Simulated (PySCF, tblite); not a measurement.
# C₆H₁₀: a rotation path, then NMR shifts on frames, part 2 of 2

tblite 0.8.0 and PySCF 2.14.0. Atoms count from 0. Earlier steps stand in the parts before.

## (5) Nuclear shieldings: image 4, PBE0/pcSseg-1

What the job is given:

```
{"job": {"kind": "nmr", "xc": "PBE0", "basis": "pcSseg-1", "pop": false}, "charge": 0, "multiplicity": 1}
C     -2.349100    -0.423400    -0.037500
C     -0.994600    -0.274300     0.643900
C     -0.014200     0.578000    -0.182800
C      1.285100    -0.154800    -0.453500
C      2.444900    -0.033600     0.491000
C      2.565600     0.602100    -0.636300
H     -3.016900    -1.036000     0.564300
H     -2.235100    -0.895600    -1.011000
H     -2.811900     0.550700    -0.180700
H     -0.564700    -1.266300     0.801700
H     -1.138800     0.176200     1.627200
H      0.213800     1.508000     0.342600
H     -0.477700     0.844600    -1.137200
H      1.148800    -1.088300    -0.998500
H      2.818600    -0.306100     1.447500
H      3.118400     1.227700    -1.292200
```

With the program's defaults for keys left out, this is: GIAO PBE0/pcSseg-1 NMR shielding, non-relativistic, gas phase.

What it wrote:

```text
coarse grid: 12720 points
cycle   1  E = -234.1522713239  dE =  7.145e-01  |g| = 4.042e-01  |ddm| = 3.395e+00
cycle   2  E = -234.1473673584  dE =  4.904e-03  |g| = 4.407e-01  |ddm| = 8.234e-01
cycle   3  E = -234.1988020954  dE = -5.143e-02  |g| = 3.728e-02  |ddm| = 4.411e-01
cycle   4  E = -234.1990108350  dE = -2.087e-04  |g| = 2.187e-02  |ddm| = 5.387e-02
cycle   5  E = -234.1991236961  dE = -1.129e-04  |g| = 4.758e-03  |ddm| = 2.439e-02
cycle   6  E = -234.1991276445  dE = -3.948e-06  |g| = 2.556e-03  |ddm| = 5.124e-03
final grid: 120968 points
cycle   7  E = -234.2369177601  dE = -3.427e-05  |g| = 9.307e-03  |ddm| = 3.091e-02
cycle   8  E = -234.2369004565  dE =  1.730e-05  |g| = 1.250e-02  |ddm| = 1.847e-02
cycle   9  E = -234.2369394376  dE = -3.898e-05  |g| = 2.214e-03  |ddm| = 1.080e-02
cycle  10  E = -234.2369406645  dE = -1.227e-06  |g| = 2.205e-04  |ddm| = 1.811e-03
cycle  11  E = -234.2369406738  dE = -9.286e-09  |g| = 1.113e-04  |ddm| = 3.319e-04
cycle  12  E = -234.2369406768  dE = -3.042e-09  |g| = 1.684e-05  |ddm| = 1.213e-04
cycle  13  E = -234.2369406769  dE = -5.940e-11  |g| = 4.943e-06  |ddm| = 1.891e-05
converged SCF energy = -234.2369406769

GIAO shielding tensors (ppm)
atom      isotropic    diamagn.    paramagn.     s11        s22        s33       span
  0 C      168.006     246.116     -78.109    150.149    167.814    186.056     35.907
  1 C      162.936     246.873     -83.937    144.944    165.249    178.615     33.672
  2 C      141.854     245.990    -104.136    121.926    132.752    170.884     48.958
  3 C      165.723     236.184     -70.461    114.586    139.275    243.308    128.722
  4 C       58.901     255.630    -196.730    -84.034     75.754    184.982    269.016
  5 C       58.388     258.838    -200.450    -83.559     75.036    183.687    267.245
  6 H       30.634      28.111       2.523     25.822     27.884     38.197     12.375
  7 H       30.746      29.930       0.816     26.759     29.431     36.049      9.290
  8 H       30.796      29.266       1.529     26.850     28.748     36.790      9.940
  9 H       30.408      31.938      -1.530     25.589     30.791     34.846      9.257
 10 H       29.934      31.342      -1.408     25.149     29.263     35.390     10.241
 11 H       30.956      31.848      -0.892     27.237     30.877     34.754      7.517
 12 H       30.129      31.969      -1.840     25.455     31.305     33.628      8.173
 13 H       30.128      29.465       0.663     23.760     28.574     38.050     14.289
 14 H       24.082      32.475      -8.393     20.615     25.415     26.215      5.600
 15 H       24.164      33.029      -8.865     20.782     25.576     26.132      5.350
```

Wall time 44 s (1 thread, shared host).

This run: δ C5 128.5, C4 128.0, C2 45.1, C1 24.0, H14 7.64, H15 7.55 ppm.

## (6) Shielding tensors: image 6, PBE0/pcSseg-1

What the job is given:

```
{"job": {"kind": "nmr", "xc": "PBE0", "basis": "pcSseg-1", "pop": false}, "charge": 0, "multiplicity": 1}
C     -2.195600    -0.578000    -0.112600
C     -1.035100    -0.103200     0.752700
C     -0.018900     0.731300    -0.042700
C      1.162000    -0.100700    -0.501800
C      2.387500    -0.217600     0.358200
C      2.507300     0.530100    -0.698000
H     -2.891700    -1.175900     0.471800
H     -1.835900    -1.180800    -0.942700
H     -2.736000     0.275400    -0.517900
H     -0.526300    -0.967900     1.185200
H     -1.432700     0.489700     1.578200
H      0.358200     1.548500     0.576500
H     -0.514000     1.175000    -0.911800
H      0.886400    -0.942900    -1.133500
H      2.789600    -0.640300     1.246200
H      3.087500     1.166200    -1.319200
```

With the program's defaults for keys left out, this is: GIAO PBE0/pcSseg-1 NMR shielding, non-relativistic, gas phase.

What it wrote:

```text
coarse grid: 12720 points
cycle   1  E = -234.1530658199  dE =  7.175e-01  |g| = 4.053e-01  |ddm| = 3.394e+00
cycle   2  E = -234.1472598783  dE =  5.806e-03  |g| = 4.458e-01  |ddm| = 8.262e-01
cycle   3  E = -234.1997377114  dE = -5.248e-02  |g| = 3.948e-02  |ddm| = 4.452e-01
cycle   4  E = -234.1999821697  dE = -2.445e-04  |g| = 2.206e-02  |ddm| = 5.636e-02
cycle   5  E = -234.2000970172  dE = -1.148e-04  |g| = 4.709e-03  |ddm| = 2.466e-02
cycle   6  E = -234.2001008390  dE = -3.822e-06  |g| = 2.567e-03  |ddm| = 5.022e-03
final grid: 120968 points
cycle   7  E = -234.2381312074  dE = -3.094e-05  |g| = 9.095e-03  |ddm| = 2.896e-02
cycle   8  E = -234.2381135861  dE =  1.762e-05  |g| = 1.239e-02  |ddm| = 1.808e-02
cycle   9  E = -234.2381518563  dE = -3.827e-05  |g| = 2.151e-03  |ddm| = 1.064e-02
cycle  10  E = -234.2381530148  dE = -1.158e-06  |g| = 2.212e-04  |ddm| = 1.761e-03
cycle  11  E = -234.2381530241  dE = -9.295e-09  |g| = 1.101e-04  |ddm| = 3.223e-04
cycle  12  E = -234.2381530271  dE = -2.963e-09  |g| = 1.598e-05  |ddm| = 1.206e-04
cycle  13  E = -234.2381530271  dE = -5.440e-11  |g| = 4.703e-06  |ddm| = 1.653e-05
converged SCF energy = -234.2381530271

GIAO shielding tensors (ppm)
atom      isotropic    diamagn.    paramagn.     s11        s22        s33       span
  0 C      168.689     246.416     -77.726    150.947    169.577    185.544     34.597
  1 C      161.984     246.813     -84.829    147.625    162.439    175.887     28.262
  2 C      141.575     246.068    -104.493    120.984    138.386    165.355     44.370
  3 C      167.180     236.148     -68.968    116.138    142.498    242.903    126.765
  4 C       59.259     255.596    -196.337    -83.846     76.230    185.394    269.240
  5 C       58.704     258.789    -200.085    -84.273     77.621    182.765    267.038
  6 H       30.563      28.252       2.311     25.827     27.827     38.035     12.207
  7 H       30.550      30.220       0.329     26.433     29.688     35.529      9.096
  8 H       30.836      29.382       1.454     26.907     28.692     36.910     10.003
  9 H       30.298      31.881      -1.583     25.712     30.095     35.089      9.377
 10 H       30.020      30.935      -0.915     24.893     29.096     36.071     11.178
 11 H       31.046      31.812      -0.766     26.888     30.870     35.381      8.493
 12 H       30.029      31.684      -1.655     26.018     30.522     33.546      7.529
 13 H       30.006      29.489       0.517     23.304     28.885     37.829     14.525
 14 H       24.068      32.450      -8.382     20.601     25.375     26.229      5.628
 15 H       24.174      33.029      -8.854     20.774     25.516     26.233      5.458
```

Run time: 50 s. Hardware: 1 thread, shared host.

Key values: δ C5 128.2, C4 127.7, C2 45.3, C1 24.9, H14 7.65, H15 7.54 ppm.

## (7) Shielding tensors: image 8, PBE0/pcSseg-1

What the job is given:

```
{"job": {"kind": "nmr", "xc": "PBE0", "basis": "pcSseg-1", "pop": false}, "charge": 0, "multiplicity": 1}
C     -1.953900    -0.773000    -0.070700
C     -1.064300     0.091000     0.815000
C     -0.040900     0.904900     0.017300
C      1.020100     0.038600    -0.633700
C      2.172500    -0.487800     0.171700
C      2.455800     0.474100    -0.654600
H     -2.694500    -1.296200     0.530600
H     -1.366400    -1.513500    -0.607000
H     -2.477800    -0.156400    -0.798200
H     -0.534000    -0.543500     1.528500
H     -1.693200     0.778700     1.386200
H      0.449800     1.611600     0.691500
H     -0.562300     1.481400    -0.751600
H      0.650200    -0.560800    -1.462800
H      2.474200    -1.183400     0.915500
H      3.157000     1.143300    -1.089000
```

Level: GIAO PBE0/pcSseg-1 NMR shielding, non-relativistic, gas phase.

What it wrote:

```text
coarse grid: 12720 points
cycle   1  E = -234.1555940599  dE =  7.177e-01  |g| = 4.068e-01  |ddm| = 3.392e+00
cycle   2  E = -234.1486290702  dE =  6.965e-03  |g| = 4.525e-01  |ddm| = 8.303e-01
cycle   3  E = -234.2024685826  dE = -5.384e-02  |g| = 4.283e-02  |ddm| = 4.496e-01
cycle   4  E = -234.2027549052  dE = -2.863e-04  |g| = 2.378e-02  |ddm| = 5.868e-02
cycle   5  E = -234.2028821888  dE = -1.273e-04  |g| = 7.149e-03  |ddm| = 2.555e-02
cycle   6  E = -234.2028926523  dE = -1.046e-05  |g| = 2.976e-03  |ddm| = 6.952e-03
cycle   7  E = -234.2028948618  dE = -2.210e-06  |g| = 2.811e-04  |ddm| = 2.617e-03
final grid: 120968 points
cycle   8  E = -234.2409264986  dE = -3.671e-05  |g| = 8.276e-03  |ddm| = 3.014e-02
cycle   9  E = -234.2409216877  dE =  4.811e-06  |g| = 9.426e-03  |ddm| = 1.634e-02
cycle  10  E = -234.2409446179  dE = -2.293e-05  |g| = 7.730e-04  |ddm| = 8.490e-03
cycle  11  E = -234.2409447507  dE = -1.328e-07  |g| = 2.504e-04  |ddm| = 9.463e-04
cycle  12  E = -234.2409447631  dE = -1.237e-08  |g| = 1.141e-04  |ddm| = 2.479e-04
cycle  13  E = -234.2409447662  dE = -3.146e-09  |g| = 2.203e-05  |ddm| = 1.059e-04
cycle  14  E = -234.2409447663  dE = -1.122e-10  |g| = 4.820e-06  |ddm| = 2.205e-05
converged SCF energy = -234.2409447663

GIAO shielding tensors (ppm)
atom      isotropic    diamagn.    paramagn.     s11        s22        s33       span
  0 C      171.766     247.263     -75.497    156.633    172.938    185.729     29.096
  1 C      161.687     246.602     -84.915    156.032    158.981    170.049     14.017
  2 C      142.242     245.954    -103.712    119.458    147.101    160.167     40.709
  3 C      169.579     237.685     -68.105    120.709    144.622    243.407    122.698
  4 C       60.646     254.517    -193.872    -82.997     78.148    186.785    269.782
  5 C       58.118     259.278    -201.160    -88.163     79.369    183.149    271.312
  6 H       30.517      28.547       1.970     26.022     27.757     37.770     11.748
  7 H       30.309      30.675      -0.366     25.860     30.009     35.057      9.197
  8 H       30.958      29.780       1.178     26.909     28.842     37.125     10.216
  9 H       30.315      31.777      -1.462     26.262     29.281     35.403      9.142
 10 H       30.190      30.418      -0.228     24.983     28.752     36.834     11.851
 11 H       31.147      31.390      -0.243     26.503     30.679     36.258      9.756
 12 H       29.832      31.065      -1.233     25.873     29.435     34.187      8.314
 13 H       29.899      29.764       0.135     23.089     28.665     37.944     14.855
 14 H       24.047      32.267      -8.220     20.625     25.295     26.222      5.596
 15 H       24.061      33.116      -9.054     20.456     25.409     26.319      5.863
```

It took 44 s on 1 thread, shared host.

In short: δ C5 128.8, C4 126.3, C2 44.7, C1 25.2, H14 7.67, H15 7.66 ppm.

## (8) Run by run: NMR shifts

Shifts (ppm) of some atoms, chosen among heavy atoms and hydrogens apart, with basis size and wall time:

| frame | C4 | C2 | C1 | C3 | C0 | H7 | H11 | functions | time |
| --- | --- | --- | --- | --- | --- | --- | --- | --- | --- |
| image 0 | 127.6 | 47.7 | 26.6 | 20.1 | 17.4 | 0.90 | 0.27 | 152 | 62 s |
| image 2 | 127.8 | 46.6 | 25.1 | 20.8 | 18.0 | 0.86 | 0.62 | 152 | 43 s |
| image 4 | 128.0 | 45.1 | 24.0 | 21.2 | 18.9 | 0.97 | 0.76 | 152 | 44 s |
| image 6 | 127.7 | 45.3 | 24.9 | 19.7 | 18.2 | 1.17 | 0.67 | 152 | 50 s |
| image 8 | 126.3 | 44.7 | 25.2 | 17.3 | 15.2 | 1.41 | 0.57 | 152 | 44 s |

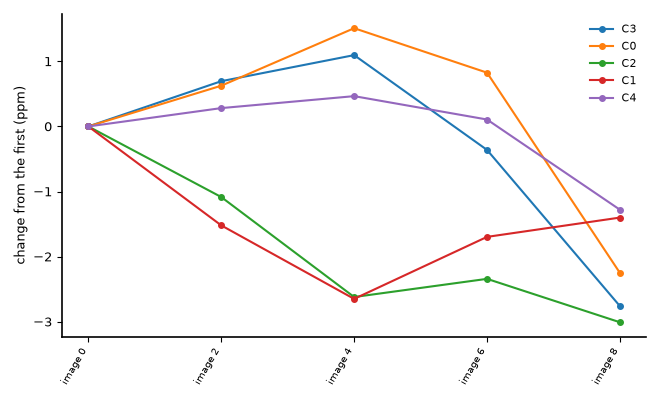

How five of the tabulated atoms move from run to run.

## (9) Results

What follows sums up all 2 parts.

| quantity | value |
| --- | --- |
| barrier | 0.104 eV (2.4 kcal/mol) at image 4 |
| end to end (GFN2-xTB) | 0.023 eV |
| ¹³C shifts against TMS (PBE0/pcSseg-1, image 0) | 128.4, 127.6, 47.7, 26.6, 20.1, 17.4 ppm |
| ¹H shifts against TMS (PBE0/pcSseg-1, image 0) | 7.66, 7.63, 1.99, 1.54, 1.48, 1.45, 1.29, 0.90, 0.86, 0.27 ppm |
| surface potential, 1st and 99th percentile | -0.49 V and 1.06 V |
| range of the shift of C3 | 17.3 to 21.2 ppm |

**Reading.** Along the band the dihedral turns by 111°, and the top (dihedral -125°) lies 2.4 kcal/mol above the start (GFN2-xTB, rough), so at room temperature this motion is fast. Ends this close can change order at a higher level. The top was not checked by a frequency run. Shifts at one fixed geometry are not the observed spectrum, which averages over the motion. Across the 5 runs the shift of C3 moves most, between 17.3 (image 8) and 21.2 ppm (image 4).
